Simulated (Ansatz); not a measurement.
The starting structures come from a database of crystals and need not be the phases stable at ambient conditions.

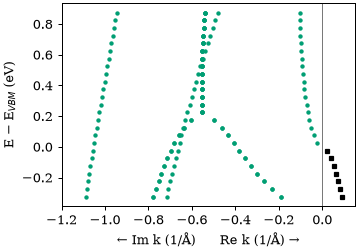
*Complex bands at the centre of the two-dimensional zone; r2SCAN (Ansatz, a first-principles code)*

No gap correction and no spin-orbit coupling; mid-gap is the computed energy nearest the middle.

Problem. This is Mg3Sb2 (P-3m1, 5 atoms a cell, 26.2 Å³ an atom) along the normal of (001). Read off the slowest decay at the centre of the two-dimensional zone at 0.33 eV, the computed energy nearest the middle of the gap.

Solution. κ ≈ 0.08 1/Å, a decay length 1/(2κ) of the density of 6.5 Å.
